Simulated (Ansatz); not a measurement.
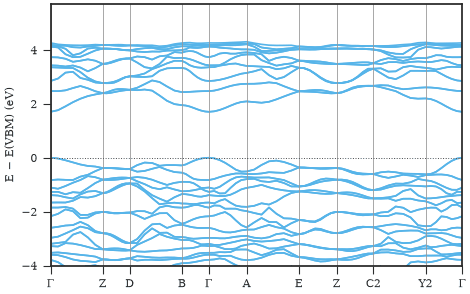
Figure. Band structure from plane-wave PAW PBEsol with spin–orbit coupling (Ansatz code)

Q: Read off the gap and where the band edges lie.

A: About 1.7 eV (1.71 eV by a search for the band edges); maximum at Γ, minimum at Γ.

The material is LaWN₃ in space group P2_1/m (No. 11; Pearson symbol mP10).

The workflow started from a Materials Project entry (that database holds measured and hypothetical structures alike); the Crystallography Open Database copy checked does not list it. Its standing as an ambient phase is unchecked. Symmetry was held in the PBEsol relaxation; its stability against distortions is not shown here. The run is not spin-polarised.

Potentials: the later of the program's two PAW sets.
